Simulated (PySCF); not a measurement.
# Atomic calculation, with input and output: N⁺

- system: N⁺, configuration 1s2 2s2 2p2, multiplicity 3.
- method: unrestricted HF, def2-TZVP, non-relativistic, point nucleus (PySCF)

### Input file
```python
from pyscf import gto, scf, dft, mp, cc
import basis_set_exchange as bse
mol = gto.M(atom="N 0 0 0", charge=1, spin=2, symmetry="D2h",
            basis=gto.basis.parse(bse.get_basis("def2-TZVP", elements=["N"], fmt="nwchem", header=False)))
mf = scf.UHF(mol)
mf.irrep_nelec = {'Ag': (2, 2), 'B1u': (1, 0), 'B2u': (1, 0)}
mf.kernel()
```

The script is an equivalent of what the driver set up; the driver started from orbitals of its own, so the log can be shorter than this script's would be, and it computed the properties (radii, ⟨L²⟩, response) afterwards. It held the occupations shell by shell, which the script's counts by irreducible representation don't always enforce.

Hardware: 1 thread of Arm Neoverse N1, 40 GiB of memory available, shared host.

The run was one of a batch that the task file lists, launched with:
```bash
OMP_NUM_THREADS=1 python <driver script> TASK.json OUT
```

### The program's output (extracts)
```
damping factor = 0
level_shift factor = 0
DIIS = <class 'pyscf.scf.diis.CDIIS'>
diis_start_cycle = 1
diis_space = 10
diis_damp = 0
SCF conv_tol = 1e-09
SCF conv_tol_grad = None
number electrons alpha = 4  beta = 2
cycle= 1 E= -53.891733788681  delta_E= -0.00365  |g|= 0.024  |ddm|= 0.0288
cycle= 2 E= -53.8919786106887  delta_E= -0.000245  |g|= 0.00636  |ddm|= 0.00825
cycle= 3 E= -53.8919985516933  delta_E= -1.99e-05  |g|= 0.000214  |ddm|= 0.00322
cycle= 4 E= -53.8919985750895  delta_E= -2.34e-08  |g|= 1.65e-05  |ddm|= 0.000153
cycle= 5 E= -53.8919985753156  delta_E= -2.26e-10  |g|= 4.11e-06  |ddm|= 2.04e-05
converged SCF energy = -53.8919985753156  <S^2> = 2.0068669  2S+1 = 3.0045745
```

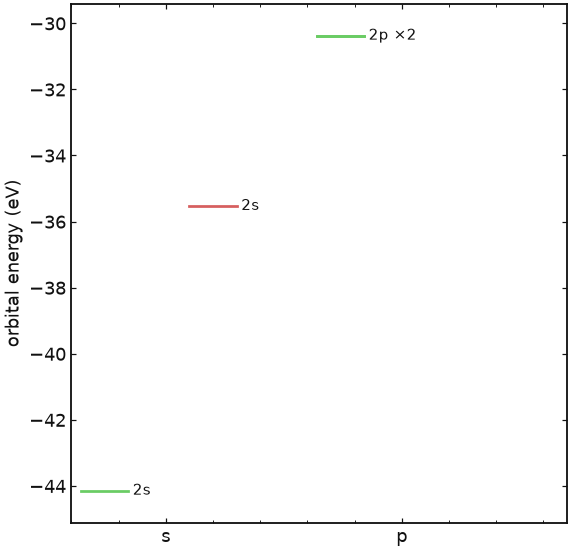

Figure 1. Orbital energies of the mean field, from the top down to −44.2 eV, by angular momentum, α spin at the left of each column and β at the right; ×n counts the orbitals under one label. The highest filled orbital is 2p α at −30.4 eV, the lowest empty one p α at −12.5 eV.

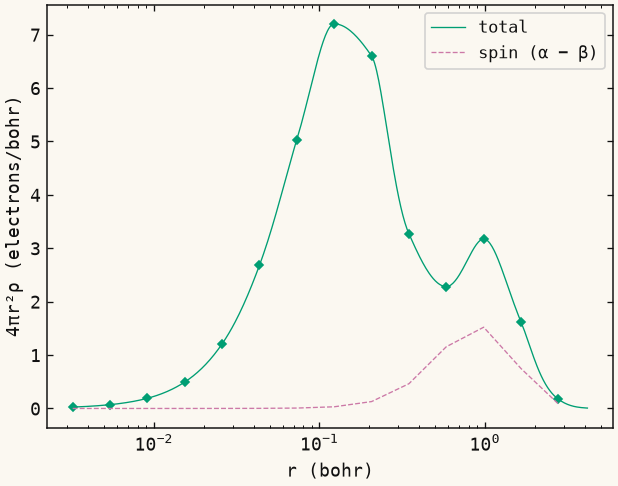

Figure 2. Spherically averaged radial density 4πr²ρ of the mean field and its spin part; markers are the stored points, which are sparse, and the line is a monotone interpolation between them. The largest stored value is 7.20 electrons/bohr at r = 0.12 bohr. Root-mean-square radii of the shells: 1s 0.265, 2s 1.37, 2p 1.39 bohr.

### Key numbers

- outcome: converged
- total energy: −53.891999 hartree
- kinetic energy: 53.896305 hartree
- −E/T (1 by the virial theorem at the basis-set limit): 0.9999
- ⟨S²⟩: 2.007
- ⟨L²⟩: 2.01
- SCF iterations: 5
